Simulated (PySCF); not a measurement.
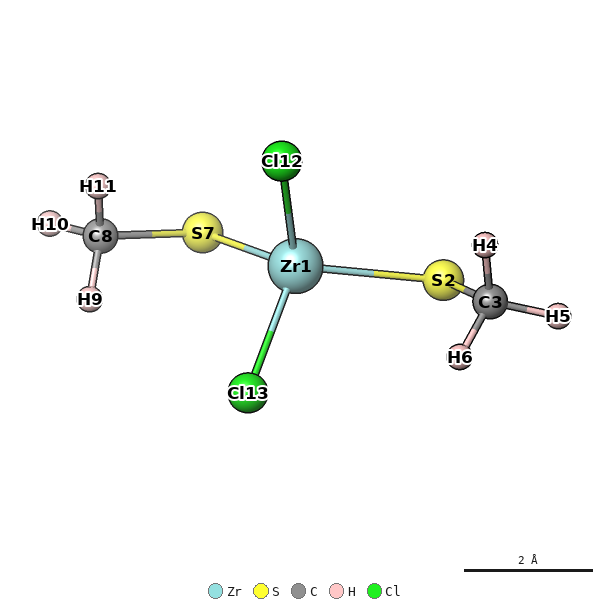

Orthographic view. Atoms fade into the background with distance from the viewer. The species is neutral and a spin singlet. Computed geometry: PBE0-D3(BJ)/def2-SVP optimisation. No frequency run is at hand to confirm it as a minimum.

Give the geometry as a Z-matrix, atoms in numerical order, with these reference atoms: 2 to 1; 3 to 2, 1; 4 to 3, 2, 1; 5 to 3, 4, 2; 6 to 3, 5, 4; 7 to 1, 2, 3; 8 to 7, 1, 2; 9 to 8, 7, 1; 10 to 8, 9, 7; 11 to 8, 10, 9; 12 to 1, 7, 8; 13 to 1, 12, 11.

```
Zr 
S    1   2.405
C    2   1.835   1    99.6
H    3   1.098   2   110.8   1   -67.2
H    3   1.098   4   109.0   2   117.4
H    3   1.099   5   108.6   4  -120.0
S    1   2.403   2   113.7   3   178.3
C    7   1.836   1    98.1   2   176.2
H    8   1.099   7   111.1   1   -59.5
H    8   1.098   9   108.9   7   117.4
H    8   1.099  10   108.8   9  -120.1
Cl   1   2.342   7   109.4   8   -60.8
Cl   1   2.342  12   105.1  11   -87.6
```
